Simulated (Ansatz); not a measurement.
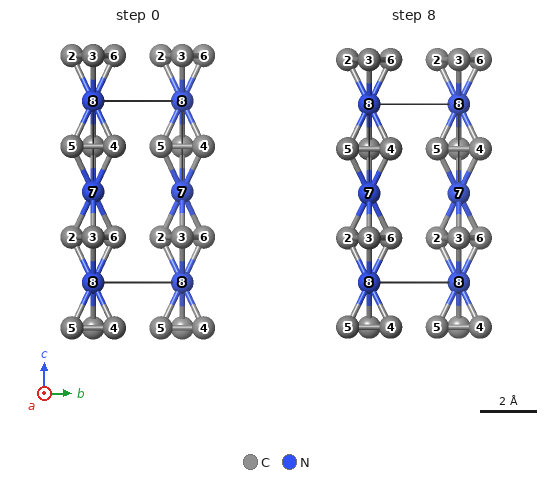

The structure of solid C3N (a generated structure, set up in P6_3/mcm) before (left) and after (right) a relaxation, at one scale.

A ball-and-stick model of the cell of the calculation, seen along the a axis.

Computed with DFT PBE, scalar-relativistic, plane waves, PAW in Ansatz.

The input:
```yaml
crystal:
  lattice:
    - [3.6884269762, 0.0, 0.0]
    - [-1.8442134881, 3.1942714614, 0.0]
    - [0.0, 0.0, 6.5059313879]
  atoms:
    - { symbol: C, position: [0.7619778535, 0.0, 0.75] }
    - { symbol: C, position: [0.7619778535, 0.7619778535, 0.25] }
    - { symbol: C, position: [0.2380221465, 0.0, 0.25] }
    - { symbol: C, position: [0.2380221465, 0.2380221465, 0.75] }
    - { symbol: C, position: [0.0, 0.7619778535, 0.75] }
    - { symbol: C, position: [0.0, 0.2380221465, 0.25] }
    - { symbol: "N", position: [0.0, 0.0, 0.5] }
    - { symbol: "N", position: [0.0, 0.0, 0.0] }
basis:
  ecutwfc: 420
kpoints:
  mp_grid: { grid: [12, 12, 6] }
hamiltonian:
  xc: pbe
scf:
  occupations: { method: gaussian, width: 0.1 }
output:
  forces: true
  stress: true
  eigenvalues: true
  write_density: true
  write_potential: true
  elf: true
  volumetric_format: npy
relax:
  adjacent_minimum: "off"
  f_tol: 0.01
  max_steps: 80
  cell: { stress_tol: 0.05 }
```

Run as
```bash
ansatz run input.yaml --threads 1 --pin off --max-ram 2560MiB --backend cpu --events-out ev --progress --plain --runs-dir out
```

Question: Describe what moved and what it gained.

Answer: The largest moves relative to the cell, 0.006 Å, are those of C1, C2, C3, C4, C5 and C6. C1 goes along −a. N stays in place. The volume changes by −0.6 %, with a = b 3.688 → 3.710 Å (+0.6 %), c 6.506 → 6.391 Å (−1.8 %). Among the contacts that change: C1–N7 1.848 → 1.828 Å, C1–C4 1.521 → 1.540 Å. The space group stays P6_3/mcm (No. 193). After 5 accepted moves (8 points after the start) the energy has fallen by 5.2 meV per atom. The largest force component goes from 0.26 to 0.001 eV/Å. Pressure: −0.50 GPa at the start and 0.00 GPa at the end. The line search rejected the trial step at point 2 of the run. At 2 points the geometry stayed and the basis and grid were re-selected for the new cell (energy shift of 0.1 meV per atom at most each time). Cost: 79 s on 1 thread of Arm Neoverse V1, with other jobs on the host, peak memory 0.4 GiB.
